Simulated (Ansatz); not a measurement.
# revPBE/def2-TZVPPD run of SiHF (SMILES F[SiH])

Aim: the vertical ionisation energy of SiHF at revPBE/def2-TZVPPD, from 2 runs. 

The results are computed with Ansatz 0.2.0.

58 further runs of the same task are left out: 58 set aside as unsound or not needed.

## 1. The system as given

SiHF: 3 atoms, total charge 0, spin state singlet. As SMILES, `F[SiH]`. Geometry: relaxed at PBE0-D4/def2-TZVP.

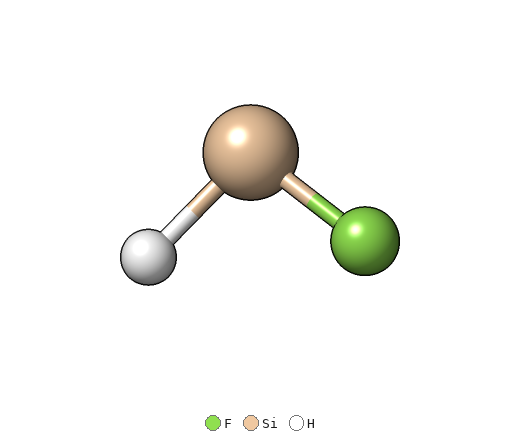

Viewed from a chosen angle; fluorine green, silicon light orange, hydrogen white.

## 2. The energy at revPBE/def2-TZVPPD

job.yaml

```yaml
crystal:
  periodic: [false, false, false]
  atoms:
    - symbol: F
      position_ang: [-1.090200, 0.024400, -0.602300]
    - symbol: Si
      position_ang: [0.186800, 0.629400, 0.173800]
    - symbol: H
      position_ang: [0.892400, -0.718600, 0.415300]
basis:
  gaussian:
    orbitals: def2-TZVPPD.json
output: {orbitals: {seedname: orbitals}}
accuracy: high
hamiltonian:
  xc: {name: revPBE}
```

The basis set def2-TZVPPD is read from a file made from the Basis Set Exchange's data (not shown).

Launch:

```bash
$ ansatz run job.yaml --threads 1 --pin off --max-ram 3480MiB --events-out events.jsonl --progress --plain --runs-dir runs
```

Output:

```text
Warning: RAYON_NUM_THREADS=1 ignored (pool sized by the plan → 1); use --threads N
Functional definition: revPBE
  name "revPBE"
  parameter kappa = 1.245
  parameter beta = 0.06672455060314922
  exchange = pbe_x(kappa = kappa, mu = beta*pi^2/3)
  correlation = pbe_c(beta = beta)
1560 factors; integrals over basis functions are off by at most 3.9e-9 eV
mean field evaluation 1: about -10607.4507 eV, gradient 3.6e1 eV
mean field evaluation 2: about -10593.1210 eV, gradient 1.0e2 eV
mean field evaluation 4: about -10609.4787 eV, gradient 3.0e0 eV
mean field evaluation 8: about -10609.5035 eV, gradient 2.1e-1 eV
mean field evaluation 16: about -10609.5036 eV, gradient 5.5e-6 eV
mean field -10609.50357931 eV, -389.8920651599 hartree, gradient 7.6e-8 eV, S^2 0.000000; 0 other end points of the search recorded, 0 dependent functions left out
reference -10609.50358350 eV, -389.8920653137 hartree; 12, 12 occupied and 93, 93 virtual orbitals, 1560 factors
Total energy: -10609.50358350 eV, -389.8920653137 hartree
```

It took 4.2 s on 1 thread of Arm Neoverse V1, shared host; peak memory 0.2 GiB.

## 3. The doublet cation

job.yaml: that of step 2 with these lines changed.

```diff
@@ -12,5 +12,9 @@
     orbitals: def2-TZVPPD.json
-output: {orbitals: {seedname: orbitals}}
-accuracy: high
+total_charge: 1
+magnetization:
+  spin_polarized: true
+  initial_magnetization: 1
 hamiltonian:
   xc: {name: revPBE}
+accuracy: high
+output: {orbitals: {seedname: orbitals}}
```

The basis set def2-TZVPPD is read from a file made from the Basis Set Exchange's data (not shown).

Launch:

```bash
$ ansatz run job.yaml --threads 1 --pin off --max-ram 3480MiB --events-out events.jsonl --progress --plain --runs-dir runs
```

Output:

```text
Warning: RAYON_NUM_THREADS=1 ignored (pool sized by the plan → 1); use --threads N
[... 6 set-up lines as earlier in the session ...]
1560 factors; integrals over basis functions are off by at most 3.9e-9 eV
mean field evaluation 1: about -10583.6403 eV, gradient 7.5e1 eV
mean field evaluation 2: about -10322.9667 eV, gradient 1.8e2 eV
mean field evaluation 4: about -10599.7416 eV, gradient 8.5e0 eV
mean field evaluation 8: about -10600.0759 eV, gradient 3.6e-1 eV
mean field evaluation 16: about -10600.0764 eV, gradient 4.3e-5 eV
mean field -10600.07635791 eV, -389.5456211635 hartree, gradient 6.4e-8 eV, S^2 0.755598; 0 other end points of the search recorded, 0 dependent functions left out
reference -10600.07636259 eV, -389.5456213354 hartree; 12, 11 occupied and 93, 94 virtual orbitals, 1560 factors
Total energy: -10600.07636259 eV, -389.5456213354 hartree
```

It took 6.3 s on 1 thread of Arm Neoverse V1, shared host; peak memory 0.24 GiB.

## 4. What came out

At revPBE/def2-TZVPPD:

| quantity | value |
| --- | --- |
| singlet SiHF: total energy | -389.89207 Eh |
| singlet SiHF: HOMO energy | -5.87 eV |
| singlet SiHF: LUMO energy | -3.51 eV |
| singlet SiHF: HOMO–LUMO gap | 2.35 eV |
| doublet cation: total energy | -389.54562 Eh |
| doublet cation: HOMO energy (highest over α and β) | -14.75 eV |
| doublet cation: LUMO energy (lowest over α and β) | -12.90 eV |
| doublet cation: ⟨S²⟩ | 0.756 |
| vertical ionisation energy (to the doublet cation) | 9.427 eV |

**Reading.** Removing an electron at fixed nuclei costs 9.43 eV (217 kcal/mol). −ε(HOMO) before ionisation, 5.87 eV, is 3.56 eV below this ionisation energy.
